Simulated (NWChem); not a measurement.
# triplet C3H4O at 6 levels

We compute a comparison of 6 runs (UHF/STO-3G, UPBE/cc-pVDZ, UB3LYP/6-31G*, UM06-2X/cc-pVDZ, UPBE0/cc-pVDZ) of triplet C3H4O. 

The results are computed with NWChem 7.3.0.

4 further runs of the same task are left out: 4 set aside as unsound or not needed. Runs told in other sessions of the task aren't counted.

## Step 1: The system as given

C3H4O: 8 atoms, total charge 0, spin state triplet. As SMILES of the parent species, `CC=C=O`. Geometry: relaxed at PBE0-D4/def2-TZVP. That shape belongs to the parent species and isn't relaxed for this state.

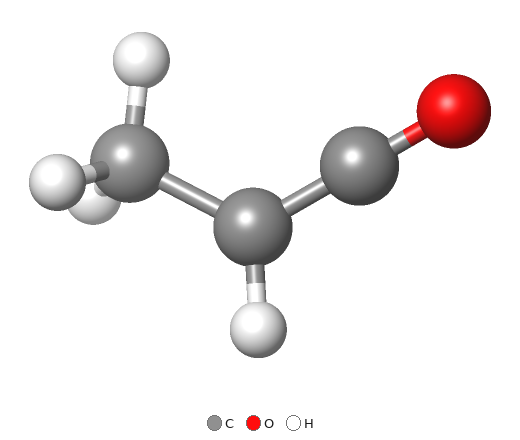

Viewed from a chosen angle; carbon grey, oxygen red, hydrogen white.

## Step 2: The energy at UHF/STO-3G (run 1)

c3h4o.nw

```
start c3h4o
title "C3H4O"
memory 2200 mb
geometry units angstrom noautosym nocenter noautoz
   C       -0.527260       0.797080      -0.183660
   C       -0.086970      -0.563690       0.274760
   C        1.122630      -1.027770       0.097370
   O        2.196540      -1.437400      -0.061070
   H       -1.351730       0.723880      -0.897750
   H       -0.866500       1.405090       0.659100
   H        0.287360       1.332930      -0.671970
   H       -0.774070      -1.230150       0.783200
end
basis spherical bse
   * library STO-3G
end
scf
   triplet
   uhf
   thresh 1e-08
   maxiter 80
end
task scf energy
```

Command:

```sh
nwchem c3h4o.nw > c3h4o.out
```

Output:

```text
[...]
  functions       =    24
[...]
  wavefunction    = UHF
[...]
         Total SCF energy =   -188.220776138901
      One electron energy =   -460.044139234666
      Two electron energy =    169.166080997048
 Nuclear repulsion energy =    102.657282098716
                       Sz =      1.0000
                 Sz(Sz+1) =      2.0000
                      S^2 =      2.1164
[...]
```

It took 1.6 s on 1 thread of Intel Xeon 6975P-C (Granite Rapids), shared host; peak memory 0.097 GiB.

## Step 3: A single-point energy at UPBE/cc-pVDZ (run 2)

run.py

```python
from ase import Atoms
from ase.calculators.nwchem import NWChem

atoms = Atoms(['C', 'C', 'C', 'O', 'H', 'H', 'H', 'H'], positions=[
    [-0.527260, 0.797080, -0.183660],
    [-0.086970, -0.563690, 0.274760],
    [1.122630, -1.027770, 0.097370],
    [2.196540, -1.437400, -0.061070],
    [-1.351730, 0.723880, -0.897750],
    [-0.866500, 1.405090, 0.659100],
    [0.287360, 1.332930, -0.671970],
    [-0.774070, -1.230150, 0.783200],
])

calc = NWChem(
    label='c3h4o',
    theory='dft',
    memory='2200 mb',
    basis='cc-pVDZ',
    basispar='spherical bse',
    dft={'xc': 'xpbe96 cpbe96', 'mult': '3', 'grid': 'xfine', 'convergence': 'energy 1e-08', 'iterations': '100', 'mulliken': None, 'print': 'low'},
    task='energy',
)
atoms.calc = calc

e = atoms.get_potential_energy()
print(f"E = {e:.6f} eV")
```

Command:

```sh
export ASE_NWCHEM_COMMAND="nwchem PREFIX.nwi > PREFIX.nwo"
python run.py
```

Output:

```text
E = -5212.898334 eV
```

The calculator wrote c3h4o.nwi:

```
title "c3h4o"

permanent_dir c3h4o

scratch_dir c3h4o

start c3h4o

geometry units angstrom nocenter noautosym noautoz
  C  -5.2725999999999995e-01 7.9708000000000001e-01 -1.8365999999999999e-01
  C  -8.6970000000000006e-02 -5.6369000000000002e-01 2.7476000000000000e-01
  C  1.1226300000000000e+00 -1.0277700000000001e+00 9.7369999999999998e-02
  O  2.1965400000000002e+00 -1.4374000000000000e+00 -6.1069999999999999e-02
  H  -1.3517300000000001e+00 7.2387999999999997e-01 -8.9775000000000005e-01
  H  -8.6650000000000005e-01 1.4050900000000000e+00 6.5910000000000002e-01
  H  2.8736000000000000e-01 1.3329299999999999e+00 -6.7196999999999996e-01
  H  -7.7407000000000004e-01 -1.2301500000000001e+00 7.8320000000000001e-01
end

memory 2200 mb

basis spherical bse noprint
   * library cc-pVDZ
end

dft
  xc xpbe96 cpbe96
  mult 3
  grid xfine
  convergence energy 1e-08
  iterations 100
  mulliken
  print low
end

task dft energy
```

c3h4o.nwo:

```text
Northwest Computational Chemistry Package (NWChem) 7.3.0
             --------------------------------------------------------

           Job information
           ---------------

    nwchem branch   = 7.3.0
    use scalapack   = T
    input           = c3h4o.nwi
    prefix          = c3h4o.
    data base       = c3h4o/c3h4o.db
    status          = startup
    nproc           =        1

           Memory information
           ------------------

[... 5 lines left out ...]
    hardfail = no
[... 38 lines left out ...]
            Nuclear Dipole moment (a.u.)
[... 103 lines left out ...]
         Total DFT energy =     -191.570481916396
[... 1 line left out ...]
           Coulomb energy =      194.018072676845
[... 1 line left out ...]
 Nuclear repulsion energy =      102.657282098716
[... 45 lines left out ...]
    Atom       Charge   Shell Charges
 -----------   ------   -------------------------------------------------------
    1 C    6     0.08   0.00  0.02  0.00  0.03 -0.00  0.03
    2 C    6     0.65   0.00  0.01  0.00  0.36  0.20  0.08
    3 C    6     0.61   0.00  0.00  0.00  0.36  0.15  0.09
[... 4 lines of this table left out ...]
    8 H    1     0.07   0.02  0.03  0.02

     --------------------------
     Expectation value of S2:
     --------------------------
      <S2> =      2.0035 (Exact =     2.0000)

 Task  times  cpu:       40.1s     wall:       40.1s
 Total times  cpu:       40.1s     wall:       40.1s
```

Run time: 41 s. Hardware: 1 thread of Intel Xeon 6975P-C (Granite Rapids), shared host; peak memory 0.13 GiB.

Run 3 isn't shown in full; the table further down has it.

## Step 4: The energy at UB3LYP/6-31G(d) (Cartesian functions) (run 4)

mol.nw

```
start mol
memory 2200 mb

geometry noautosym nocenter noautoz
  C     -0.527260     0.797080    -0.183660
  C     -0.086970    -0.563690     0.274760
  C      1.122630    -1.027770     0.097370
  O      2.196540    -1.437400    -0.061070
  H     -1.351730     0.723880    -0.897750
  H     -0.866500     1.405090     0.659100
  H      0.287360     1.332930    -0.671970
  H     -0.774070    -1.230150     0.783200
end

basis
  C library 6-31G*
  O library 6-31G*
  H library 6-31G*
end

dft
  xc b3lyp
  mult 3
  grid xfine
  convergence energy 1e-08
  iterations 100
  mulliken
  noprint "final vectors analysis"
end

task dft
```

Command:

```sh
nwchem mol.nw > mol.out
```

Output:

```text
[...]
          Wavefunction type:  spin polarized.
          No. of atoms     :     8
          No. of electrons :    30
[...]
          Charge           :     0
          Spin multiplicity:     3
[...]
          AO basis - number of functions:    68
[...]
              XC Information
              --------------
                         B3LYP Method XC Potential
                     Hartree-Fock (Exact) Exchange  0.200
                        Slater Exchange Functional  0.800 local
                    Becke 1988 Exchange Functional  0.720 non-local
              Lee-Yang-Parr Correlation Functional  0.810
                  VWN I RPA Correlation Functional  0.190 local
[...]
 d= 0,ls=0.0,diis     1   -191.6964869337 -2.94D+02  1.44D-02  1.98D-01     2.9
[...]
 d= 0,ls=0.0,diis    12   -191.7929337191 -7.05D-09  4.92D-07  7.09D-10    31.3
[...]
         Total DFT energy =     -191.792933719093
      One electron energy =     -462.207232445860
           Coulomb energy =      194.114933963444
    Exchange-Corr. energy =      -26.357917335393
 Nuclear repulsion energy =      102.657282098716
[...]
      Total Density - Mulliken Population Analysis
     ---------------------------------------------
    Atom       Charge   Shell Charges
 -----------   ------   -------------------------------------------------------
    1 C    6     6.47   1.99  0.68  2.14  0.63  1.00  0.03
    2 C    6     6.08   1.99  0.71  2.03  0.52  0.81  0.02
    3 C    6     5.75   1.99  0.70  2.06  0.34  0.64  0.02
    4 O    8     8.36   1.99  0.91  2.87  1.01  1.57  0.00
    5 H    1     0.83   0.52  0.31
    6 H    1     0.83   0.52  0.31
    7 H    1     0.83   0.52  0.30
    8 H    1     0.86   0.53  0.33
[...]
      <S2> =      2.0076 (Exact =     2.0000)
[...]
```

Run time: 32 s. Hardware: 1 thread of Intel Xeon 6975P-C (Granite Rapids), shared host; peak memory 0.13 GiB.

Run 5 isn't shown in full; the table further down has it.

## Step 5: A single-point energy at UPBE0/cc-pVDZ (run 6)

c3h4o.nw

```
start c3h4o
title "C3H4O energy"
memory total 2200 mb
charge 0
geometry noautosym nocenter noautoz
  C     -0.527260     0.797080    -0.183660
  C     -0.086970    -0.563690     0.274760
  C      1.122630    -1.027770     0.097370
  O      2.196540    -1.437400    -0.061070
  H     -1.351730     0.723880    -0.897750
  H     -0.866500     1.405090     0.659100
  H      0.287360     1.332930    -0.671970
  H     -0.774070    -1.230150     0.783200
end
basis "ao basis" spherical bse
  * library cc-pVDZ
end
dft
  xc pbe0
  mult 3
  grid xfine
  convergence energy 1e-08
  iterations 100
  mulliken
end
task dft energy
```

Command:

```sh
nwchem c3h4o.nw > c3h4o.out
```

Output:

```text
[...]
          Wavefunction type:  spin polarized.
          No. of atoms     :     8
          No. of electrons :    30
[...]
          Charge           :     0
          Spin multiplicity:     3
[...]
          AO basis - number of functions:    76
[...]
              XC Information
              --------------
                         PBE0 Method XC Functional
                     Hartree-Fock (Exact) Exchange  0.250
          PerdewBurkeErnzerhof Exchange Functional  0.750
            Perdew 1991 LDA Correlation Functional  1.000 local
           PerdewBurkeErnz. Correlation Functional  1.000 non-local
[...]
 d= 0,ls=0.0,diis     1   -191.4989676666 -2.94D+02  1.11D-02  1.51D-01     3.9
[...]
 d= 0,ls=0.0,diis    13   -191.5842328879 -8.37D-10  3.51D-07  5.48D-11    44.2
[...]
         Total DFT energy =     -191.584232887924
      One electron energy =     -462.111516206375
           Coulomb energy =      194.017594753614
    Exchange-Corr. energy =      -26.147593533880
 Nuclear repulsion energy =      102.657282098716
[...]
      Total Density - Mulliken Population Analysis
     ---------------------------------------------
    Atom       Charge   Shell Charges
 -----------   ------   -------------------------------------------------------
    1 C    6     6.02   2.01  0.66  0.35  2.11  0.84  0.04
    2 C    6     6.08   2.01  0.67  0.48  2.03  0.78  0.10
    3 C    6     6.01   2.01  0.67  0.36  2.09  0.74  0.13
    4 O    8     8.10   2.01  0.86  0.86  2.80  1.54  0.02
    5 H    1     0.93   0.73  0.17  0.03
    6 H    1     0.93   0.73  0.17  0.03
    7 H    1     0.95   0.74  0.18  0.03
    8 H    1     0.97   0.75  0.19  0.03
[...]
      <S2> =      2.0095 (Exact =     2.0000)
[...]
```

Run time: 45 s. Hardware: 1 thread of Intel Xeon 6975P-C (Granite Rapids), shared host; peak memory 0.13 GiB.

## Step 6: All runs side by side

| run | level | iteration cap | module | energy (Eh) | dipole moment (D) | HOMO energy (eV) | ⟨S²⟩ | wall time |
| --- | --- | --- | --- | --- | --- | --- | --- | --- |
| 1 | UHF/STO-3G | 80 | scf | -188.220776 | 1.83 | -4.38 | 2.116 | 1.6 s |
| 2 | UPBE/cc-pVDZ | 100 | dft | -191.570482 | – | – | 2.003 | 41 s |
| 3 | UB3LYP/6-31G* (spherical functions) | 100 | dft | -191.789402 | 2.84 | -2.64 | 2.008 | 30 s |
| 4 | UB3LYP/6-31G* (Cartesian functions) | 100 | dft | -191.792934 | 2.85 | – | 2.008 | 32 s |
| 5 | UM06-2X/cc-pVDZ | 100 | dft | -191.716691 | 2.88 | -4.11 | 2.010 | 59 s |
| 6 | UPBE0/cc-pVDZ | 100 | dft | -191.584233 | 2.70 | -3.00 | 2.010 | 45 s |

## Step 7: What came out

| quantity | value |
| --- | --- |
| run 6: total energy | -191.58423 Eh |
| run 6: dipole moment | 2.70 D |
| run 6: HOMO energy (highest over α and β) | -3.00 eV |
| run 6: ⟨S²⟩ | 2.010 |

In words: Over runs 1, 3, 4, 5, 6 the dipole moment (its size) runs from 1.83 D (UHF/STO-3G) to 2.88 D (UM06-2X/cc-pVDZ). The two ends differ in method and basis. Totals of different functionals can't be ranked against each other. In run 1 the basis is minimal, so the values are rough. Spin contamination of the reference: run 1 ⟨S²⟩ = 2.12. All runs together took 3.5 min, the longest 59 s.
